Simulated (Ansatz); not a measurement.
**SrScSiH (built on the sites of a database entry of SrAlSiH): the cell at rest**

Task: relax SrScSiH (built on the sites of a database entry of SrAlSiH) tightly.

Method: DFT LDA, scalar-relativistic, plane waves, PAW, in Ansatz 0.2.0.

The structure was built from a prototype and need not be the compound's stable phase.

**1. The structure**

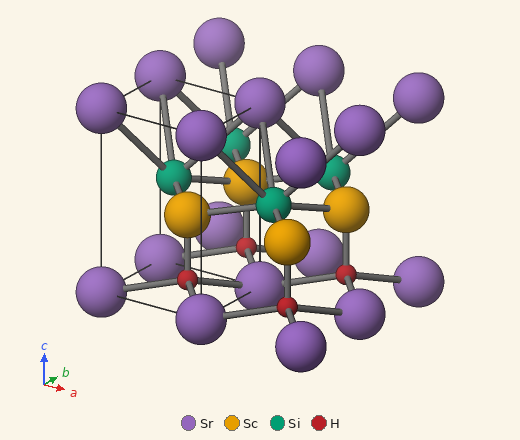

The cell as given, slightly off an axis (strontium purple, scandium orange, silicon teal, hydrogen red). 2×2×1 cells are drawn. Bonds to atoms that aren't drawn are left out. Some periodic images of atoms are drawn too.

**2. A coarse first look**

First a cheap look: the gap decides the mesh and the occupations, the pressure tells how far the cell has to move.

File input.yaml:

```yaml
crystal:
  lattice:
    - [4.53293, 0.0, 0.0]
    - [-2.26646, 3.92563, 0.0]
    - [0.0, 0.0, 5.3211]
  atoms:
    - { symbol: Sr, position: [0.0, 0.0, 0.000185] }
    - { symbol: Sc, position: [0.66666667, 0.33333333, 0.460426] }
    - { symbol: Si, position: [0.33333333, 0.66666667, 0.554735] }
    - { symbol: H, position: [0.66666667, 0.33333333, 0.107654] }
kpoints:
  mp_grid: { grid: [6, 6, 4] }
hamiltonian:
  xc: lda
scf:
  occupations: { method: gaussian, width: 0.1 }
output:
  forces: true
  stress: true
  eigenvalues: true
```

Started as:

```sh
$ ansatz run input.yaml --threads 8 --pin off --max-ram 14336MiB --backend cpu --events-out ev --progress --plain --runs-dir out
```

Numbers of over 12 decimals in the logs are rounded to 6 here.

Output:

```text
Engine: ansatz 0.2.0, aarch64-unknown-linux-gnu
Pseudopotentials: kind: paw
Pseudopotential: Sr, paw, valence charge 10, recommended cutoff 420 eV (normal), Sr.paw.azcp
Pseudopotential: Sc, paw, valence charge 11, recommended cutoff 420 eV (normal), Sc.paw.azcp
Pseudopotential: Si, paw, valence charge 4, recommended cutoff 420 eV (normal), Si.paw.azcp
[...]
P = ⅓ Tr σ = -4.1620 GPa (-41.620 kbar)
--- Band table (eV; the first three rows and the last of 24) ---
  k-point 0: bands = [... 9 lower, 2.0310, 5.2814, 5.2814, 5.3434, 7.5320, 7.5320, 8.4589, 8.6138]
  k-point 1: bands = [... 9 lower, 1.7719, 5.1951, 5.2555, 5.2555, 7.3098, 7.3098, 8.7132, 8.8462]
  k-point 2: bands = [... 9 lower, 1.4351, 5.1686, 5.2353, 5.2353, 7.0874, 7.0874, 8.7394, 9.5967]
  k-point 23: bands = [... 9 lower, 2.3554, 4.3346, 4.8118, 4.9043, 6.3592, 7.3817, 7.5090, 7.9903]
[key lines of the parts left out:]
SCF converged after 7 iterations
Free energy (F): -6159.158527 eV
Fermi energy:    6.117370 eV
```

Run time: 0.84 s. Hardware: 8 threads of Arm Neoverse V1, shared host; peak memory 0.39 GiB; 4.8 s of CPU time.

A gap read on the k-mesh alone can miss the band edges.

Numbers from this step:

| Quantity | Value |
| --- | --- |
| pressure | -4.162 GPa |
| volume per atom | 23.67 Å³ |
| gap on the k-mesh | 0.4946 eV |
| direct gap on mesh | 0.8619 eV |

The coarse mesh shows a gap of 0.49 eV and a pressure of -4.2 GPa.

**3. Rough relaxation**

The start is far from rest, so a relaxation with loose tolerances brings it close first.

Edit input.yaml of step 2 so:

```diff
@@ -20 +20,6 @@
   eigenvalues: true
+relax:
+  adjacent_minimum: "off"
+  f_tol: 0.05
+  max_steps: 80
+  cell: { stress_tol: 0.5 }
```

Output:

```text
[...]
Crystal: 4 atoms, lattice volume = 94.687 Å³
Basis set: ecut = 420 eV, 1859 PW (Γ)
Bands: 17, of which v1, the nominal top of the filled ones, is band 13 counted from 1 (12 counted from 0)
Symmetry: 6 space group operations
[...]
k-points: 24 of 144 (time reversal used)
[...]
cell:  # Å, volume = 76.9807 Å³
    - [4.520635, -2.8789226074785504e-6, 1.5536552095045585e-17]
    - [-2.260315, 3.914987, -3.119092092670848e-17]
    - [1.8237979051010076e-17, -3.174885076853351e-17, 4.349629]
  atoms:
    - { symbol: Sr, position: [-6.47630098387325e-17, 2.908562274244422e-17, 0.030802] }
    - { symbol: Sc, position: [0.666667, 0.333333, 0.530489] }
    - { symbol: Si, position: [0.333333, 0.666667, 0.531824] }
    - { symbol: H, position: [0.666667, 0.333333, 0.029885] }
[key lines of the parts left out:]
SCF converged after 4 iterations
Free energy (F): -6159.681532 eV
Fermi energy:    8.459499 eV
P = ⅓ Tr σ = 0.3123 GPa (3.123 kbar)
```

The job ended after 7.4 s (8 threads; peak memory 0.51 GiB; 47 s of CPU time).

The steps of the relaxation:

| step | energy less that of the first step (eV) | largest force component (eV/Å) | pressure (GPa) | volume (Å³) |
| --- | --- | --- | --- | --- |
| 1 | 0.0000 | 1.0205 | -4.16 | 94.69 |
| 2 | -0.1863 | 0.8001 | 0.23 | 84.91 |
| 3 | -0.3060 | 0.3123 | 0.22 | 81.87 |
| 4 | -0.3467 | 0.4963 | 0.29 | 80.34 |
| 5 | -0.4305 | 0.6269 | 0.23 | 78.30 |
| 6 | -0.4870 | 0.2293 | -0.49 | 77.10 |
| 7 | -0.5244 | 0.0104 | 0.33 | 76.98 |
| 8* | -0.5230 | 0.0105 | 0.31 | 76.98 |

Relaxation steps marked * repeat the geometry before them on a plane-wave basis chosen anew for their cell, so energy and pressure can jump there.

The run keeps the 6 symmetry operations that it works with, so distortions that break them were not tested.

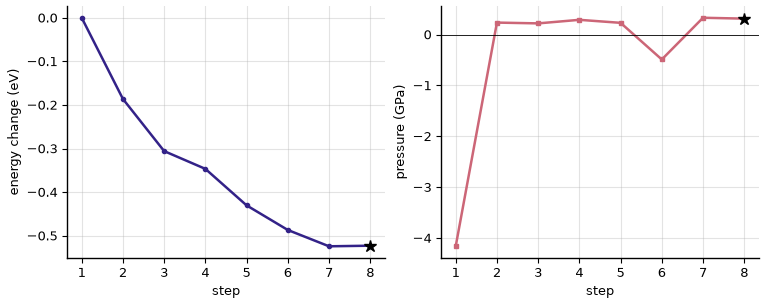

Energy and pressure along the relaxation. Stars mark steps on a basis chosen anew.

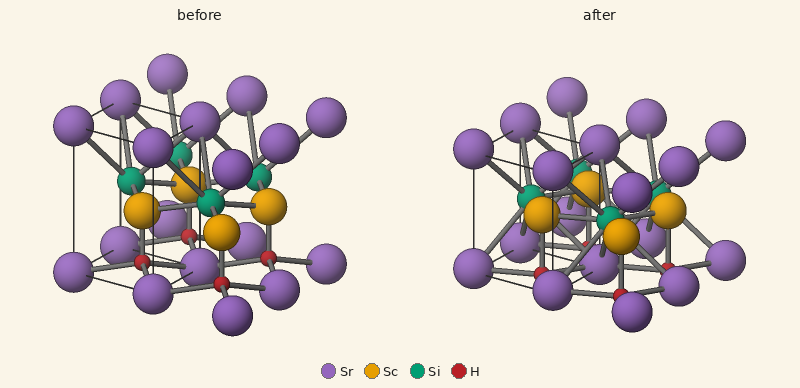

The structure before and after the relaxation, drawn at the same scale. Bonds to atoms that aren't drawn are left out.

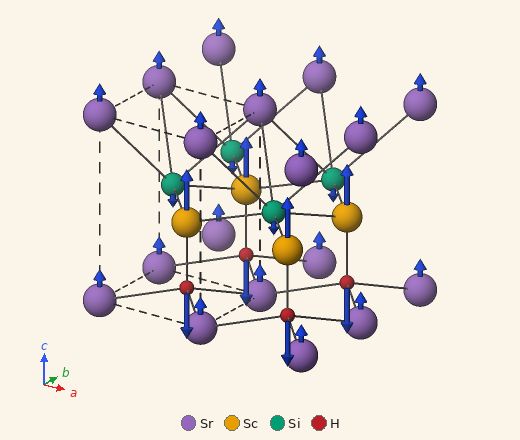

Displacements in the relaxation, exaggerated, measured against the changing cell; the longest in the cell stands for 0.34 Å. Bonds to atoms that aren't drawn are left out. 2×2×1 cells are drawn. Some periodic images of atoms are drawn too.

| cell as run | before | after | change |
| --- | --- | --- | --- |
| a (Å) | 4.533 | 4.521 | -0.3 % |
| b (Å) | 4.533 | 4.521 | -0.3 % |
| c (Å) | 5.321 | 4.350 | -18.3 % |
| volume (Å³/atom) | 23.67 | 19.25 | -18.7 % |

The atoms that moved most (Å, as changes of fractional coordinates times the final cell):

| atom | dx | dy | dz | length |
| --- | --- | --- | --- | --- |
| H4 | 0.000 | 0.000 | -0.338 | 0.338 |
| Sc2 | 0.000 | 0.000 | 0.305 | 0.305 |
| Sr1 | 0.000 | 0.000 | 0.133 | 0.133 |
| Si3 | 0.000 | 0.000 | -0.100 | 0.100 |

Final coordinates:

```cif
data_structure
_symmetry_space_group_name_H-M 'P 1'
_symmetry_Int_Tables_number 1
_cell_length_a 4.5206
_cell_length_b 4.5206
_cell_length_c 4.3496
_cell_angle_alpha 90.000
_cell_angle_beta 90.000
_cell_angle_gamma 120.000
_cell_volume 76.98
loop_
_atom_site_label
_atom_site_type_symbol
_atom_site_fract_x
_atom_site_fract_y
_atom_site_fract_z
_atom_site_occupancy
Sr1 Sr 0.00000 0.00000 0.03080 1
Sc2 Sc 0.66667 0.33333 0.53049 1
Si3 Si 0.33333 0.66667 0.53182 1
H4 H 0.66667 0.33333 0.02989 1
```

This step gave:

- pressure: 0.3123 GPa
- volume per atom: 19.25 Å³
- gap on the k-mesh: 0 eV

In this step the volume went from 23.67 to 19.25 Å³/atom.

**4. Bringing the structure to rest**

The cell and atoms are relaxed, since residual forces and stress would shift the frequencies.

File input.yaml:

```yaml
crystal:
  lattice:
    - [4.5206354406, -2.8789e-06, 0.0]
    - [-2.2603152271, 3.9149865723, 0.0]
    - [0.0, 0.0, 4.349629466]
  atoms:
    - { symbol: Sr, position: [0.0, 0.0, 0.0308015679] }
    - { symbol: Sc, position: [0.6666666667, 0.3333333333, 0.5304890811] }
    - { symbol: Si, position: [0.3333333333, 0.6666666667, 0.5318239012] }
    - { symbol: H, position: [0.6666666667, 0.3333333333, 0.0298854498] }
kpoints:
  mp_grid: { grid: [12, 12, 10] }
hamiltonian:
  xc: lda
scf:
  occupations: { method: gaussian, width: 0.1 }
output:
  forces: true
  stress: true
  eigenvalues: true
relax:
  adjacent_minimum: "off"
  f_tol: 0.005
  max_steps: 80
  cell: { stress_tol: 0.05 }
```

Output:

```text
[...]
Crystal: 4 atoms, lattice volume = 76.981 Å³
Basis set: ecut = 420 eV, 1521 PW (Γ)
Bands: 17, of which v1, the nominal top of the filled ones, is band 13 counted from 1 (12 counted from 0)
Symmetry: 6 space group operations
[...]
k-points: 162 of 1440 (time reversal used)
[...]
SCF iter   1: F=—  HF=-6159.698561 eV  |F-HF|=—  |Δ(HF+E_count)|=         —  Δρ=7.28e-3  dr2=3.38e-2  ethr=1.77e-3  ⟨swp⟩=6.9  Hψ=17818  notcnv=0
[...]
SCF iter   7: F=-6159.687952 eV  HF=-6159.687952 eV  |F-HF|=7.36e-9  |Δ(HF+E_count)|=   3.28e-8  Δρ=3.84e-6  dr2=1.64e-8  ethr=3.85e-10  ⟨swp⟩=6.8  Hψ=14117  notcnv=0
SCF 1 converged in 7 iterations: F = -6159.687952 eV  dr2 = 1.64e-8
[...]
relax step   1: F+E_penalty+E_count = -6159.68795243 eV  Δ(F+E_penalty+E_count) = +0.000e0 eV  max|allowed force component| = 1.046e-2 eV/Å  Δτ_max = 0.0000 Å  P = +0.282 GPa  Ω = 76.981 Å³  (7 SCF iters, dr2 threshold 1.00e-7 eV, accepted)
Crystal: 4 atoms, lattice volume = 77.650 Å³
Basis set: ecut = 420 eV, 1533 PW (Γ)
[...]
SCF iter   5: F=-6159.687914 eV  HF=-6159.687914 eV  |F-HF|=3.04e-8  |Δ(HF+E_count)|=   2.30e-7  Δρ=7.72e-6  dr2=7.63e-8  ethr=9.05e-10  ⟨swp⟩=6.3  Hψ=13910  notcnv=0
SCF 2 converged in 5 iterations: F = -6159.687914 eV  dr2 = 7.63e-8
relax step   2: F+E_penalty+E_count = -6159.68791383 eV  Δ(F+E_penalty+E_count) = +3.860e-5 eV  max|allowed force component| = 7.627e-3 eV/Å  Δτ_max = 0.0073 Å  P = -0.230 GPa  Ω = 77.650 Å³  energy of the carried Pulay correction = -1.462e-4 eV  (5 SCF iters, dr2 threshold 2.35e-7 eV, accepted)
Crystal: 4 atoms, lattice volume = 77.371 Å³
[...]
SCF iter   5: F=-6159.687828 eV  HF=-6159.687828 eV  |F-HF|=4.19e-8  |Δ(HF+E_count)|=   1.33e-7  Δρ=7.55e-6  dr2=6.38e-8  ethr=5.11e-10  ⟨swp⟩=3.7  Hψ=12897  notcnv=0
SCF 3 converged in 5 iterations: F = -6159.687828 eV  dr2 = 6.38e-8
relax step   3: F+E_penalty+E_count = -6159.68782808 eV  Δ(F+E_penalty+E_count) = +8.575e-5 eV  max|allowed force component| = 6.020e-2 eV/Å  Δτ_max = 0.0107 Å  P = -0.021 GPa  Ω = 77.371 Å³  energy of the carried Pulay correction = -8.542e-5 eV  (5 SCF iters, dr2 threshold 1.33e-7 eV, rejected (line search))
[...]
relax step   4: F+E_penalty+E_count = -6159.68817862 eV  Δ(F+E_penalty+E_count) = -2.648e-4 eV  max|allowed force component| = 3.566e-3 eV/Å  Δτ_max = 0.0011 Å  P = -0.060 GPa  Ω = 77.426 Å³  energy of the carried Pulay correction = -9.740e-5 eV  (8 SCF iters, accepted)
[...]
relax step   5: F+E_penalty+E_count = -6159.68822230 eV  Δ(F+E_penalty+E_count) = -4.368e-5 eV  max|allowed force component| = 1.894e-4 eV/Å  Δτ_max = 0.0014 Å  P = -0.002 GPa  Ω = 77.339 Å³  energy of the carried Pulay correction = -7.847e-5 eV  (4 SCF iters, dr2 threshold 1.50e-8 eV, accepted)
[...]
SCF iter   1: F=—  HF=-6159.688302 eV  |F-HF|=—  |Δ(HF+E_count)|=         —  Δρ=2.48e-5  dr2=1.87e-8  ethr=2.09e-7  ⟨swp⟩=3.8  Hψ=26284  notcnv=0
eigensolver tolerance schedule: the retry pair's looser diagonalisation over-reported the residual by 2904.86 of it (diagonalisation noise at 0.24 of the residual, at the tolerance the schedule requests for it); recorded, not acted on — ethr = c·dr2/N_el stays at c = 1.0e-1
SCF iter   2: F=—  HF=-6159.688303 eV  |F-HF|=—  |Δ(HF+E_count)|=   4.65e-7  Δρ=1.26e-5  dr2=6.60e-9  ethr=7.18e-11  ⟨swp⟩=3.3  Hψ=5977  notcnv=0
[...]
SCF iter   5: F=-6159.688303 eV  HF=-6159.688303 eV  |F-HF|=2.00e-11  |Δ(HF+E_count)|=  1.46e-11  Δρ=1.77e-7  dr2=3.23e-11  ethr=1.00e-12  ⟨swp⟩=5.5  Hψ=11494  notcnv=0
SCF 6 converged in 5 iterations: F = -6159.688303 eV  dr2 = 3.23e-11
relax step   6: F+E_penalty+E_count = -6159.68830306 eV  Δ(F+E_penalty+E_count) = -8.076e-5 eV  max|allowed force component| = 1.855e-4 eV/Å  Δτ_max = 0.0000 Å  P = -0.001 GPa  Ω = 77.339 Å³  stress off target by 2.59e-3 GPa  SCF on the basis re-selected at this cell (its energy is not comparable with the rows above)  (5 SCF iters)
basis re-selected at this cell: Δ(F+E_penalty+E_count) = -8.076e-5 eV, ΔP = +0.001 GPa vs the last step (what re-selecting the basis moved, of the pressure what is left beyond the Pulay correction that the steps carried, after the strain that the cell walked since its last selection, with what the two solves' SCF thresholds leave and, on support functions, any second-order correction that the steps lacked; it is no m [...]
SCF converged after 5 iterations
Free energy (F): -6159.688303 eV
[...]
Internal energy: -6159.686134 eV  (E = F + TS)
E sigma→0 (E₀):  -6159.687219 eV
Entropy (-TS):   -0.002169 eV (-0.542 meV/atom)
Fermi energy:    8.363534 eV
[...]
--- Forces (eV/Å), atoms counted from 1 ---
  atom   1  Sr    -0.00000000    -0.00000000    -0.00003768
  atom   2  Sc     0.00000000     0.00000000     0.00005293
  atom   3  Si    -0.00000000    -0.00000000     0.00017109
  atom   4  H     -0.00000000    -0.00000000    -0.00018520
  max |Σ_I F_I| component: 1.14e-6 eV/Å
--- Stress (GPa, compression-positive) ---
       -0.002587       0.000000      -0.000000
        0.000000      -0.002587       0.000000
        0.000000       0.000000       0.001166
  P = ⅓ Tr σ = -0.0013 GPa (-0.013 kbar)
--- Band table (eV; the first three rows and the last of 162) ---
  k-point 0: bands = [... 9 lower, 3.7273, 6.6679, 6.6679, 8.6922, 9.5295, 9.5295, 9.8072, 10.4038]
  k-point 1: bands = [... 9 lower, 3.7240, 6.6607, 6.6607, 8.5189, 9.4144, 9.4144, 9.9540, 10.4423]
  k-point 2: bands = [... 9 lower, 3.6818, 6.6449, 6.6449, 8.2195, 9.1211, 9.1211, 10.3409, 10.6077]
  k-point 161: bands = [... 9 lower, 4.4876, 5.7510, 6.3895, 7.1735, 8.1007, 9.0702, 9.7755, 9.9628]
--- Relaxed structure (5 steps of the walk, 4 accepted, 1 SCFs on fresh bases) ---
[...]
cell:  # Å, volume = 77.3392 Å³
    - [4.527073, -2.8829992478955896e-6, 0]
    - [-2.263534, 3.920562, 0]
    - [0, 0, 4.357469]
  atoms:
    - { symbol: Sr, position: [-3.238150488543894e-17, -1.850371707600889e-17, 0.030751] }
    - { symbol: Sc, position: [0.666667, 0.333333, 0.530753] }
    - { symbol: Si, position: [0.333333, 0.666667, 0.530731] }
    - { symbol: H, position: [0.666667, 0.333333, 0.030765] }
```

Run time: 24 s. Hardware: 8 threads; peak memory 0.67 GiB.

[end of part 1 of 2]

[Logs are printed without paths, hosts, clocks, repeated set-up lines and the standing remarks that a program may print on its own settings, such as how far it seeks lower states.]

[Hosts, paths, dates, database ids (printed as entryN), source tags and the programs' standing remarks are cut or masked in the printed files.]
